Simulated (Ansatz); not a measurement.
# C3H3F5: how energies converge with the basis set

How large a basis does C3H3F5 need? Two functionals are run in growing sets.

Method: one geometry, several basis sets; program: Ansatz 0.2.0, Gaussian basis.

Levels to be run: PBE0-D4/def2-SVP; ωB97M-V/def2-SVP; PBE0-D4/def2-QZVPP; ωB97M-V/def2-QZVPP; the functionals' def2-TZVPP values are taken from earlier runs.

## 1. Structure used throughout

An earlier PBE0-D4 in a triple-zeta def2 set relaxation fixed the geometry.

SMILES `FCC(F)(F)C(F)F`, 11 atoms, charge 0, spin multiplicity 1.

Atoms are counted from 1 here; the program's logs count them from 0.

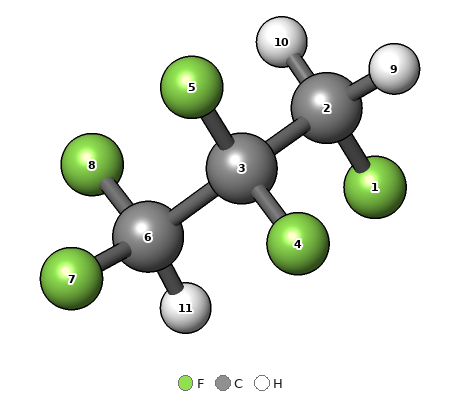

The structure; fluorine green, carbon grey, hydrogen white; atoms are numbered from 1 in the order of the file.

## 2. PBE0-D4 in def2-SVP

Contents of in.yaml:

```yaml
crystal:
  periodic: [false, false, false]
  atoms:
    - {symbol: F, position_ang: [0.560308, -1.691241, 0.918604]}
    - {symbol: C, position_ang: [1.079831, -0.768370, 0.045573]}
    - {symbol: C, position_ang: [0.266381, 0.506141, 0.119103]}
    - {symbol: F, position_ang: [0.396165, 1.070423, 1.340677]}
    - {symbol: F, position_ang: [0.762985, 1.366231, -0.794649]}
    - {symbol: C, position_ang: [-1.230849, 0.299478, -0.129149]}
    - {symbol: F, position_ang: [-1.848211, 1.491476, -0.160066]}
    - {symbol: F, position_ang: [-1.395220, -0.299686, -1.328620]}
    - {symbol: H, position_ang: [2.110081, -0.539173, 0.328108]}
    - {symbol: H, position_ang: [1.042239, -1.169084, -0.968988]}
    - {symbol: H, position_ang: [-1.678310, -0.323296, 0.649908]}
basis:
  gaussian: {orbitals: def2-SVP}
hamiltonian: {xc: pbe0, dispersion: d4}
output: {orbitals: {seedname: orbitals}}
```

Command:

```sh
$ ansatz run in.yaml --threads 4 --pin off --events-out ev --progress --plain --max-ram 11315MiB
```

Standard output:

```text
Functional definition: PBE0
  name "PBE0"
  cite "Adamo & Barone, J. Chem. Phys. 110, 6158 (1999) doi:10.1063/1.478522"
  cite "Perdew, Burke & Ernzerhof, Phys. Rev. Lett. 77, 3865 (1996) doi:10.1103/PhysRevLett.77.3865"
  parent pbe
  parameter a = 0.25
  parameter kappa = 0.804
  parameter beta = 0.06672455060314922
  exchange = (1 - a)*pbe_x(kappa = kappa, mu = beta*pi^2/3) + a*exact_x
  correlation = pbe_c(beta = beta)
1388 factors; their error is unknown
mean field evaluation 1: about -16712.3956 eV, gradient 3.8e1 eV
mean field evaluation 2: about -16711.9517 eV, gradient 4.3e1 eV
mean field evaluation 4: about -16714.6533 eV, gradient 1.5e0 eV
mean field evaluation 8: about -16714.6563 eV, gradient 2.7e-2 eV
mean field evaluation 16: about -16714.6610 eV, gradient 4.5e-5 eV
mean field -16714.66101994 eV, -614.2524628787 hartree, gradient 4.5e-5 eV, S^2 0.000000; 0 other end points of the search recorded, 0 dependent functions left out
reference -16714.66103724 eV, -614.2524635142 hartree; 33, 33 occupied and 94, 94 virtual orbitals, 1388 factors
Total energy: -16714.83591666 eV, -614.2588902146 hartree
```

Wall time 1.5 s (4 threads of Arm Neoverse V1, shared host).

## 3. ωB97M-V in def2-SVP

Edit in.yaml of step 2 so:

```diff
@@ -16,3 +16,3 @@
   gaussian: {orbitals: def2-SVP}
-hamiltonian: {xc: pbe0, dispersion: d4}
+hamiltonian: {xc: {name: wB97M-V}}
 output: {orbitals: {seedname: orbitals}}
```

The command is unchanged.

Standard output (excerpt; [...] marks lines left out):

```text
Functional definition: wB97M-V
  name "wB97M-V"
  cite "Mardirossian & Head-Gordon, J. Chem. Phys. 144, 214110 (2016) doi:10.1063/1.4952647"
  cite "Becke, J. Chem. Phys. 107, 8554 (1997) doi:10.1063/1.475007"
  cite "Vydrov & Van Voorhis, J. Chem. Phys. 133, 244103 (2010) doi:10.1063/1.3521275"
  # Of w^i u^j: cxij and so on, Table III.
[...]
  gx(w, u) = 1 - cx + cx01*u + cx10*w
  gss(w, u) = css00 + css04*u^4 + css10*w + css20*w^2 + css43*w^4*u^3
  gos(w, u) = cos00 + cos10*w + (cos20 + cos21*u)*w^2 + (cos60 + cos61*u)*w^6
[...]
      + integral(e_c_pw_mod_opposite_spin*gos(b97_w_opposite, b97_u_opposite)) + vv10(b, c)
1388 factors; their error is unknown
260 factors; integrals over basis functions are off by at most 4.5e-6 eV
[...]
mean field -16726.44737784 eV, -614.6856035424 hartree, gradient 2.9e-5 eV, S^2 0.000000; 0 other end points of the search recorded, 0 dependent functions left out
reference -16726.44740536 eV, -614.6856045539 hartree; 33, 33 occupied and 94, 94 virtual orbitals, 1388 factors
Total energy: -16726.44740536 eV, -614.6856045539 hartree
```

Wall time 6 s (4 threads of Arm Neoverse V1, shared host).

## 4. PBE0-D4 in def2-QZVPP

Edit in.yaml of step 3 so:

```diff
@@ -15,4 +15,4 @@
 basis:
-  gaussian: {orbitals: def2-SVP}
-hamiltonian: {xc: {name: wB97M-V}}
+  gaussian: {orbitals: "def2-QZVPP.json"}
+hamiltonian: {xc: pbe0, dispersion: d4}
 output: {orbitals: {seedname: orbitals}}
```

The command is unchanged.

Standard output:

```text
Functional definition: PBE0
  name "PBE0"
  cite "Adamo & Barone, J. Chem. Phys. 110, 6158 (1999) doi:10.1063/1.478522"
  cite "Perdew, Burke & Ernzerhof, Phys. Rev. Lett. 77, 3865 (1996) doi:10.1103/PhysRevLett.77.3865"
  parent pbe
  parameter a = 0.25
  parameter kappa = 0.804
  parameter beta = 0.06672455060314922
  exchange = (1 - a)*pbe_x(kappa = kappa, mu = beta*pi^2/3) + a*exact_x
  correlation = pbe_c(beta = beta)
1634 factors; their error is unknown
mean field evaluation 1: about -16732.6426 eV, gradient 4.5e1 eV
mean field evaluation 2: about -16732.7525 eV, gradient 4.6e1 eV
mean field evaluation 4: about -16735.6109 eV, gradient 2.4e0 eV
mean field evaluation 8: about -16735.6163 eV, gradient 1.7e-1 eV
mean field evaluation 16: about -16735.6176 eV, gradient 3.5e-4 eV
mean field -16735.61759826 eV, -615.0226029270 hartree, gradient 8.4e-5 eV, S^2 0.000000; 0 other end points of the search recorded, 0 dependent functions left out
reference -16735.61762765 eV, -615.0226040071 hartree; 33, 33 occupied and 513, 513 virtual orbitals, 1634 factors
Total energy: -16735.79250708 eV, -615.0290307075 hartree
```

It took 13 s on 4 threads of Arm Neoverse V1, shared host; peak memory 2.3 GiB.

## 5. ωB97M-V in def2-QZVPP

Edit in.yaml of step 4 so:

```diff
@@ -16,3 +16,3 @@
   gaussian: {orbitals: "def2-QZVPP.json"}
-hamiltonian: {xc: pbe0, dispersion: d4}
+hamiltonian: {xc: {name: wB97M-V}}
 output: {orbitals: {seedname: orbitals}}
```

Launched as before.

Standard output (excerpt; [...] marks lines left out):

```text
Functional definition: wB97M-V
  name "wB97M-V"
  cite "Mardirossian & Head-Gordon, J. Chem. Phys. 144, 214110 (2016) doi:10.1063/1.4952647"
  cite "Becke, J. Chem. Phys. 107, 8554 (1997) doi:10.1063/1.475007"
  cite "Vydrov & Van Voorhis, J. Chem. Phys. 133, 244103 (2010) doi:10.1063/1.3521275"
  # Of w^i u^j: cxij and so on, Table III.
[...]
  gx(w, u) = 1 - cx + cx01*u + cx10*w
  gss(w, u) = css00 + css04*u^4 + css10*w + css20*w^2 + css43*w^4*u^3
  gos(w, u) = cos00 + cos10*w + (cos20 + cos21*u)*w^2 + (cos60 + cos61*u)*w^6
[...]
      + integral(e_c_pw_mod_opposite_spin*gos(b97_w_opposite, b97_u_opposite)) + vv10(b, c)
1634 factors; their error is unknown
330 factors; integrals over basis functions are off by at most 5.7e-6 eV
[...]
mean field -16747.82517988 eV, -615.4712232769 hartree, gradient 4.3e-5 eV, S^2 0.000000; 0 other end points of the search recorded, 0 dependent functions left out
reference -16747.82522749 eV, -615.4712250264 hartree; 33, 33 occupied and 513, 513 virtual orbitals, 1634 factors
Total energy: -16747.82522749 eV, -615.4712250264 hartree
```

Wall time 27 s (4 threads of Arm Neoverse V1, shared host); peak memory 2.7 GiB.

## 6. Density functionals: the series

The def2-TZVPP values come from earlier runs at the same geometry.

```
functional       basis  functions  energy (eV)  from the largest (eV)  HOMO (eV)  LUMO (eV)
   PBE0-D4    def2-SVP        127  -16714.8359                 20.957      -9.56       1.58
   PBE0-D4  def2-TZVPP        290  -16734.9460                  0.846      -9.72       1.00
   PBE0-D4  def2-QZVPP        546  -16735.7925                  0.000      -9.77       0.70
   ωB97M-V    def2-SVP        127  -16726.4474                 21.378     -11.94       3.69
   ωB97M-V  def2-TZVPP        290  -16747.0250                  0.800     -12.12       2.91
   ωB97M-V  def2-QZVPP        546  -16747.8252                  0.000     -12.18       2.01
```

## 7. Results

```
                                       quantity           value
PBE0-D4: double and triple zeta above quadruple  20.96, 0.85 eV
ωB97M-V: double and triple zeta above quadruple  21.38, 0.80 eV
```

For PBE0-D4 the step from double to triple zeta gains 20.11 eV and the next only 0.85 eV. Total energies overstate the basis error of differences, where much of it tends to cancel. The LUMO of ωB97M-V is positive and keeps falling with the basis (3.69 to 2.01 eV): an unbound level that the basis holds in place.

For PBE0-D4 the largest set took about 8 times as long as the smallest (13 s against 1.5 s).
